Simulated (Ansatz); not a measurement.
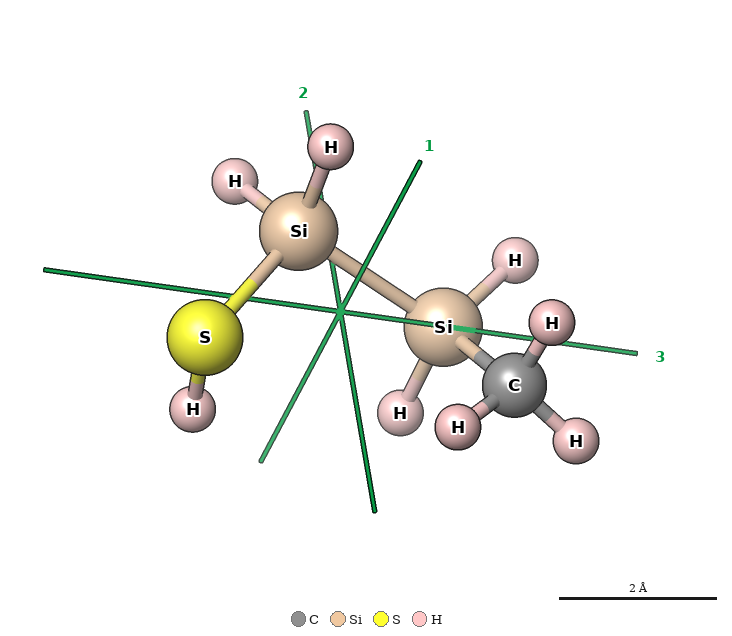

The three principal axes of inertia are drawn and numbered. Depth is shown by fading: the farther an atom, the more it takes the colour of the background. The geometry was computed by an optimisation with PBE-D4/def2-SVP. No frequency run is at hand to confirm it as a minimum. Masses are those of the most abundant isotopes; constants are for the rigid equilibrium geometry.

Question: Which line is the a axis (least moment of inertia), which b and which c?

Answer: a is line 3, b is line 2, c is line 1; the moments are 104, 295, 356 u Å².

Question: What kind of rotor is it, and what are its rotational constants in GHz?

Answer: An asymmetric top (C1): A = 4.86, B = 1.71, C = 1.42 GHz. Ray's parameter κ is −0.83, nearer the prolate limit.
